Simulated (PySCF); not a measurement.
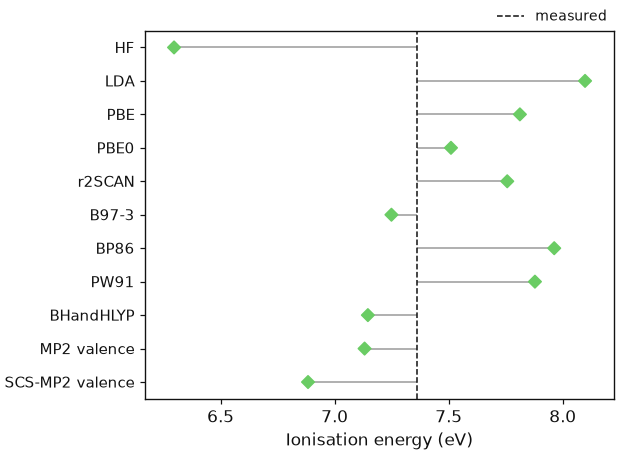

The ionisation energy of Ru ([Kr] 4d⁷ 5s → [Kr] 4d⁷) across levels of theory. PySCF, aug-cc-pVDZ-PP with a 28-electron core potential, unrestricted single determinants, no spin-orbit coupling. Methods marked “valence” freeze 8 core electrons.

> Which methods come out highest, lowest and best?

The values run from 6.30 eV (HF) to 8.10 eV (LDA). The measured value is 7.36 eV; nearest to it come B97-3 (−0.11) and PBE0 (+0.15), furthest HF (−1.06 eV).

| Method | Ionisation energy (eV) |
| --- | --- |
| HF | 6.30 |
| LDA | 8.10 |
| PBE | 7.81 |
| PBE0 | 7.51 |
| r2SCAN | 7.76 |
| B97-3 | 7.25 |
| BP86 | 7.96 |
| PW91 | 7.88 |
| BHandHLYP | 7.15 |
| MP2 valence | 7.13 |
| SCS-MP2 valence | 6.88 |

Caveat: spin-orbit shift not estimated.
